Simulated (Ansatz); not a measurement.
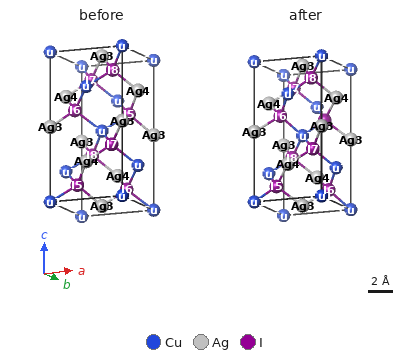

The structure of solid CuAgI$_{2}$ (built on the ZnSiP2-122 type type) before (left) and after (right) a relaxation, at one scale.

Style: ball-and-stick. Shown: the conventional cell (2 times the calculation's cell), from a free direction. Lengths and directions refer to the drawn axes.

Theory: Ansatz, DFT, PBEsol, plane waves, PAW.

Input file:
```yaml
crystal:
  lattice:
    - [-3.34176568, 3.34176568, 6.50519812]
    - [3.34176568, -3.34176568, 6.50519812]
    - [3.34176568, 3.34176568, -6.50519812]
  atoms:
    - { symbol: Cu, position: [0.0, 0.0, 0.0] }
    - { symbol: Cu, position: [0.75, 0.25, 0.5] }
    - { symbol: Ag, position: [0.5, 0.5, 0.0] }
    - { symbol: Ag, position: [0.25, 0.75, 0.5] }
    - { symbol: I, position: [0.375, 0.3923012, 0.5173012] }
    - { symbol: I, position: [0.875, 0.8576988, 0.4826988] }
    - { symbol: I, position: [0.6076988, 0.125, 0.9826988] }
    - { symbol: I, position: [0.1423012, 0.625, 0.0173012] }
kpoints:
  mp_grid: { grid: [4, 4, 4] }
hamiltonian:
  xc: pbesol
scf:
  occupations: { method: fermi_dirac, width: 0.03 }
relax:
  f_tol: 0.01
  cell: {}
  max_steps: 120
output:
  write_density: true
  write_potential: true
  elf: true
  volumetric_format: npy
```

Run as
```bash
ansatz run input.yaml --threads 4 --pin off --max-ram 4608MiB --backend cpu --events-out ev --progress --plain --runs-dir out
```

Q: Describe what moved and what it gained.

A: After 5 accepted moves (6 points after the start) the energy has fallen by 207 meV per atom. Largest force component: 0.98 eV/Å at the start, 0.00049 eV/Å at the end. Pressure: −3.91 GPa at the start and −0.01 GPa at the end. The SCF was repeated once at an unchanged geometry on a basis and grid sized afresh for the cell, which shifted the energy by 1.4 meV per atom at most. The largest moves relative to the cell, 0.29 Å, are those of I5, I6, I7 and I8. I7 goes along +b. Cu and Ag stay in place. Cell: a = b 6.684 → 6.239 Å (−6.7 %), c 13.010 → 12.173 Å (−6.4 %). Volume −18.5 %. Some distances before and after: Cu1–I5 2.937 → 2.577 Å, Ag3–I5 2.803 → 2.791 Å. Bond angles that change, for instance: Cu1–I5–Cu2 105.1° → 115.5°, Ag3–I5–Ag4 112.6° → 102.7°, I5–Cu1–I6 112.8° → 107.6°. The space group stays I-42d (No. 122).
